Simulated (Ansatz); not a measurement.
FH2OPSi

Input file:

```
crystal:
  periodic: [false, false, false]
  atoms:
    - { symbol: F, position_ang: [-1.3363, -1.1609, -0.1714] }
    - { symbol: Si, position_ang: [-0.4888, -0.0468, -0.9759] }
    - { symbol: O, position_ang: [-0.0585, 1.1569, -0.0433] }
    - { symbol: P, position_ang: [1.1284, 0.6743, 0.9824] }
    - { symbol: H, position_ang: [0.5984, -0.7283, -1.751] }
    - { symbol: H, position_ang: [-0.44925, 1.93852, 0.42198] }
basis:
  gaussian: { orbitals: def2-mTZVP }
hamiltonian:
  xc: hf
relax:
  f_tol: 0.02
  max_steps: 50
output:
  orbitals: {}
```

Launched as:

```sh
ansatz run input.yaml --threads 2 --pin off --max-ram 3072MiB --backend cpu --events-out ev --progress --plain --runs-dir out
```

The fields are those of the run's last geometry, not of the input's.

These are results of RHF/def2-mTZVP (Ansatz), not measurements.

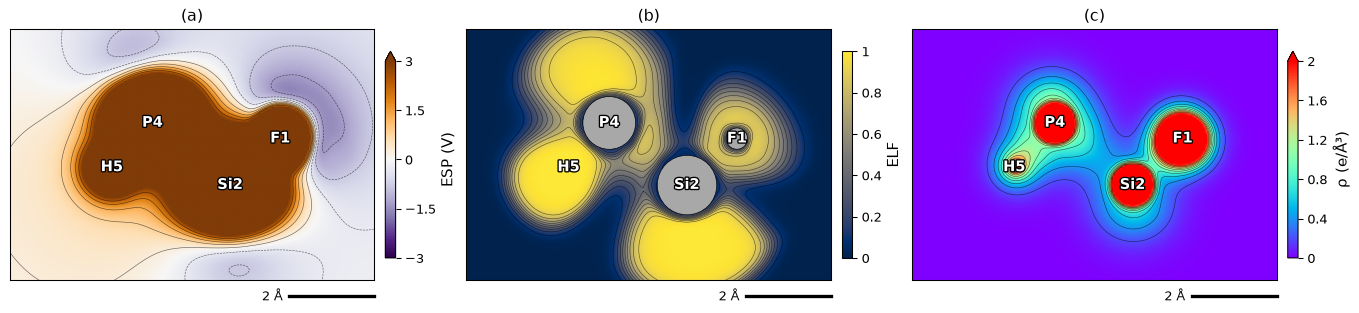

Figure 1. (a) electrostatic potential; (b) ELF; (c) electron density on the plane of atoms F1, Si2 and P4. Grey discs cover the atomic cores in the ELF map.

### What does the map show?

Atoms in the plane: F, Si, P and H. Si–F (1.60 Å): ρ at the midpoint is about 1.2 e/Å³; the ELF peaks at about 0.85 in the valence shell of F, 0.6 Å from its nucleus, and is about 0.55 at the midpoint. Si–P (2.34 Å): ρ at the midpoint is about 0.53 e/Å³, with its minimum of 0.46 e/Å³ about 0.8 Å from Si; the ELF peaks at about 0.85 between the atoms: a shared electron pair. P–H (1.41 Å): ρ is about 1.1 e/Å³ halfway; the ELF climbs to about 1 towards the hydrogen, as it does in any bond to H. The ELF also peaks beside Si2, F1 and P4, away from the bonds: lone-pair regions. Outside the dense part of the molecule the potential is most negative (−1.6 V) near F1.

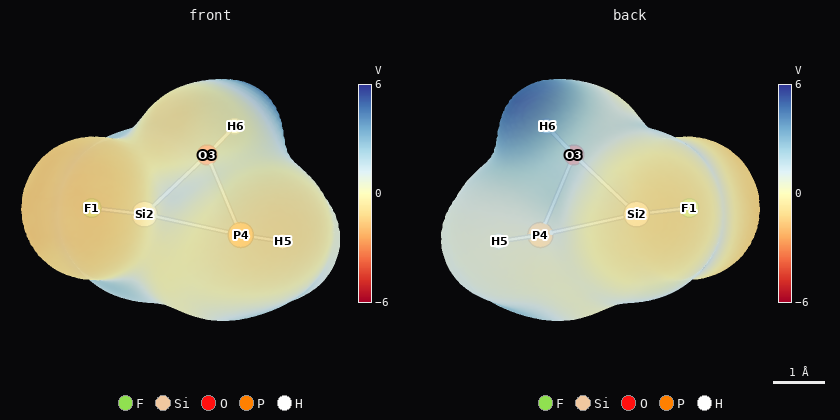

Figure 2. The molecular electrostatic potential painted on the density surface at 0.004 e/bohr³, seen from the front and from behind; red is negative and blue positive.

### Describe the electrostatic potential map.

The most negative region (about −1.5 V) lies over F1, the most positive (about +4.9 V) over H6.

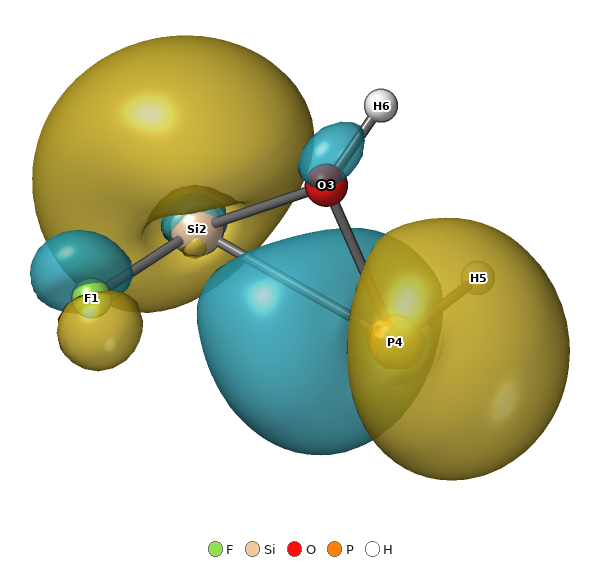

Figure 3. The HOMO at ±0.1 Å⁻³ᐟ² (yellow and cyan are the two phases), seen at a tilt.

### Describe this orbital and give its energy.

Its weight (Hirshfeld) is mainly on Si2 (about 45 %) and P4 (about 45 %). Its energy is −8.53 eV.
